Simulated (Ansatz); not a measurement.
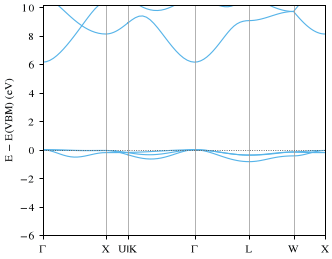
Figure: Band structure from DFT-PBEsol in the program Ansatz with PAW potentials

Problem. Read off the gap and where the band edges lie.

Solution. About 6.2 eV (6.15 eV by a search for the band edges); maximum at Γ, minimum at Γ.

Problem. Which of these materials gives this?
(A) MgO, rock salt
(B) SrCl2, fluorite
(C) KF, rock salt
(D) NaCl, rock salt

Solution. C, KF, rock salt

Space group Fm-3m (rock salt). The cell was relaxed with PBEsol under the symmetry of its start.

Potentials: the later of the program's two PAW sets.
